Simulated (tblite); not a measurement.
# C6H12BNS: the cost of one run

The runs use tblite 0.8.0 and PySCF 2.14.0, with density-fitted response routines of our own; the level of theory stands in each step. All values are computed, except where a source is named. Atoms are numbered from 0 throughout.

## Step 1: Starting geometry

21 atoms, charge 0, multiplicity 1; geometry from: force field or distance geometry start.

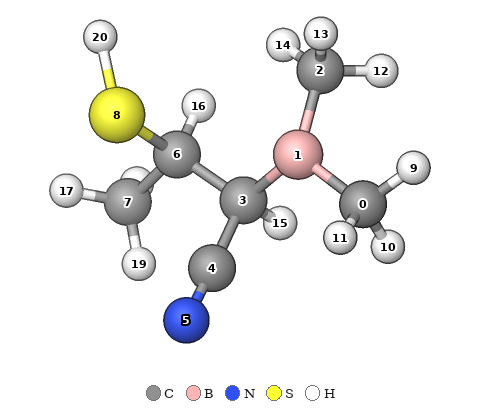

The starting geometry (carbon grey, boron pink, nitrogen blue, sulfur yellow, hydrogen white), atoms numbered.

## Step 2: Geometry optimisation with GFN2-xTB

Job settings and geometry (Å):

```
{"job": {"kind": "relax", "xc": "GFN2-xTB", "basis": "xTB"}, "charge": 0, "multiplicity": 1}
C     -2.509500    -0.841700     0.108100
B     -1.233400     0.041400    -0.197800
C     -1.442600     1.602100    -0.251000
C      0.118100    -0.460500     0.467700
C      0.314000    -1.886900     0.110100
N      0.476500    -2.995200    -0.195900
C      1.338200     0.293000     0.036100
C      2.583400    -0.242200     0.716900
S      1.591700     0.295900    -1.741000
H     -3.465800    -0.250100     0.007400
H     -2.509600    -1.196000     1.159100
H     -2.552200    -1.753500    -0.539500
H     -2.175000     1.897000     0.564200
H     -1.933600     1.843800    -1.238200
H     -0.539000     2.188400    -0.123400
H     -0.008400    -0.415300     1.595600
H      1.263000     1.357600     0.376300
H      3.376500    -0.314000    -0.064500
H      2.934100     0.464000     1.500400
H      2.434500    -1.230200     1.166000
H      1.930200     1.619100    -2.147600
```

The run is started by

```sh
OMP_NUM_THREADS=1 python probes_run.py task.json out
```

The driver reads the jobs from task.json and runs them one after another.

**Question.** How long does this first job take on 1 thread of Arm Neoverse V1, shared host?

About 1.3 s.
